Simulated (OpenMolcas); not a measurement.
## MoO3: excited-state calculation

The run: excited-state calculation of MoO3, SMILES [O]=[Mo](=[O])=[O]. Method and program: CASPT2/ANO-RCC-VDZP, DKH2 (OpenMolcas 26.06).

The geometry comes from this level: PBE0-D4/def2-TZVP.

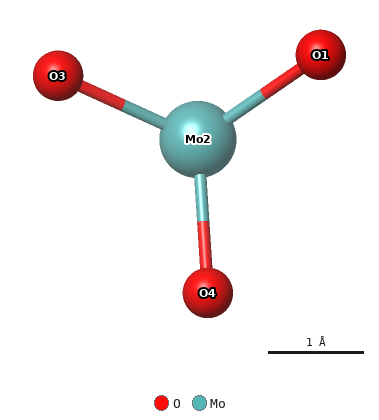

Fig. 1: The input geometry (ball-and-stick view, seen at a tilt; atoms are numbered from 1 in the order of the input). Sticks mark near contacts. Bond lengths as drawn: Mo–O 1.69 Å.

### Input
```
&gateway
  coord
  4
  bohr
  O     -1.82925489    -0.28308097     2.38577923
  Mo    -0.26097118    -0.63589284    -0.37851214
  O      2.84781727    -1.14819759     0.16780768
  O     -0.65233346     1.95322092    -2.21362518
  basis=ANO-RCC-VDZP
  group=NoSym
  ricd

&seward

&rasscf
  fileorb=$CurrDir/step2.RasOrb
  spin=1
  nactel=2 0 0
  inactive=32
  ras2=87
  ciroot=3 3 1
  orblisting=Nothing
  orbappear=Compact

&caspt2
  multistate=all
```

Launch command:
```bash
export MOLCAS_MEM=1860
pymolcas step14.inp > step14.log
```

### Log
```
--- Start Module: gateway ---

                                              &GATEWAY

                       available to each process: 1.9 GB of memory, 1 thread

++    Symmetry information:
      ---------------------

                    Character Table for C1

                             E
                    a        1  x, y, xy, Rz, z, xz, Ry, yz, Rx, I
--

++    Basis set information:
      ----------------------

      Basis set label: O.ANO-RCC...3S2P1D.

      Electronic valence basis set:
      ------------------
      Associated Effective Charge   8.000000 au
      Associated Actual Charge      8.000000 au
      Nuclear Model: Point charge

      Shell  nPrim  nBasis  Cartesian Spherical Contaminant
         s      14       3        X
         p       9       2        X
         d       4       1                 X

      Basis set label: MO.ANO-RCC...6S5P3D1F.

      Electronic valence basis set:
      ------------------
      Associated Effective Charge  42.000000 au
      Associated Actual Charge     42.000000 au
      Nuclear Model: Point charge

      Shell  nPrim  nBasis  Cartesian Spherical Contaminant
         s      21       6        X
         p      18       5        X
         d      13       3                 X
         f       6       1                 X

      Basis set label: O.ANO-RCC...3S2P1D.

      Electronic valence basis set:
      ------------------
      Associated Effective Charge   8.000000 au
      Associated Actual Charge      8.000000 au
      Nuclear Model: Point charge

      Shell  nPrim  nBasis  Cartesian Spherical Contaminant
         s      14       3        X
         p       9       2        X
         d       4       1                 X
--

++    Molecular structure info:
      -------------------------

                    ************************************************
                    **** Cartesian Coordinates / bohr, angstrom ****
                    ************************************************

     Center  Label                x              y              z                     x              y              z
        1      O1              -1.829255      -0.283081       2.385779             -0.968000      -0.149800       1.262500
        2      MO2             -0.260971      -0.635893      -0.378512             -0.138100      -0.336500      -0.200300
        3      O3               2.847817      -1.148198       0.167808              1.507000      -0.607600       0.088800
        4      O4              -0.652333       1.953221      -2.213625             -0.345200       1.033600      -1.171400

                    ***************************************
                    *    InterNuclear Distances / bohr    *
                    ***************************************

               1 O1            2 MO2           3 O3            4 O4
    1 O1       0.000000
    2 MO2      3.197702        0.000000
    3 O3       5.248126        3.197732        0.000000
    4 O4       5.247924        3.197548        5.247959        0.000000

                    *******************************************
                    *    InterNuclear Distances / angstrom    *
                    *******************************************

               1 O1            2 MO2           3 O3            4 O4
    1 O1       0.000000
    2 MO2      1.692151        0.000000
    3 O3       2.777189        1.692167        0.000000
    4 O4       2.777082        1.692070        2.777100        0.000000
--

            Nuclear Potential Energy            351.81580524 au

--- Stop Module: gateway /rc=_RC_ALL_IS_WELL_ ---
--- Module gateway spent 11 seconds ---

--- Start Module: seward ---

                                              &SEWARD

                       available to each process: 1.9 GB of memory, 1 thread

               SEWARD will generate:
                  Multipole Moment integrals up to order  2
                  Kinetic Energy integrals
                  Nuclear Attraction integrals (point charge)
                  One-Electron Hamiltonian integrals
                  Velocity integrals
                  Relativistic Douglas-Kroll-Hess integrals:
                    - Parametrization         : EXP
                    - DKH order of Hamiltonian: 2
                    - DKH order of Properties : 0
                         - multipole moment operators
                         - electric potential operators
                         - contact operators
                  Orbital angular momentum around ( -0.1350  -0.3695  -0.2167 )
                  Velocity quadrupole around ( -0.1350  -0.3695  -0.2167 )
                  Atomic mean-field integrals
                  RI decomposed two-electron repulsion integrals stored Cholesky style
                   - acCD auxiliary basis
                   - CD Threshold:   1.00E-04

                   Integrals are discarded if absolute value <: 1.00E-14
                   Integral cutoff threshold is set to       <: 1.00E-16

            Nuclear Potential Energy            351.81580524 au

      Basis set specifications :
      Symmetry species         a
      Basis functions           85

--- Stop Module: seward /rc=_RC_ALL_IS_WELL_ ---
--- Module seward spent 6 seconds ---

--- Start Module: rasscf ---

                                              &RASSCF

                       available to each process: 1.9 GB of memory, 1 thread

 ****************** ERROR *******************
 ###############################################################################
 ###    ERROR: Erroneous nr of orbitals.                                     ###
 ###############################################################################
 Inappropriate nr of orbitals. One or more of
 these orbital counts is wrong or too large.
  Negative values.
    All orbitals:  85
          Frozen:   0
        Inactive:  32
          Active:  87
           RAS-1:   0
           RAS-2:  87
           RAS-3:   0
       Secondary: -34
         Deleted:   0
 Basis functions:  85
  Have you used a too small basis set?
 ********************************************
--- Stop Module: rasscf /rc=_RC_INPUT_ERROR_ ---

.####################.
.# User input error #.
.####################.

    Timing: Wall=18.42 User=15.23 System=1.96
```

### Outcome

| quantity | value |
| --- | --- |
| outcome | refused by the program |
| basis functions | 85 |
| hardware | 1 thread of AMD EPYC (Zen 3), 128 GiB of memory available, shared host |

Some settings of this run were drawn to be unusual or wrong (dras set to 85 (from default)). The program refused the input.
